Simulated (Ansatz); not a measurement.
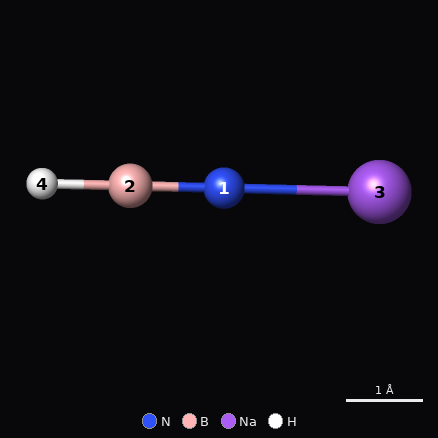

Atoms carry their numbers in the input. Computed geometry: PBE0-D4/def2-TZVP optimisation. No frequency run is at hand to confirm it as a minimum.

Which atoms are bonded, and how long are the bonds?

| bond | length (Å) |
| --- | --- |
| N1–B2 | 1.255 |
| N1–Na3 | 2.080 |
| B2–H4 | 1.179 |
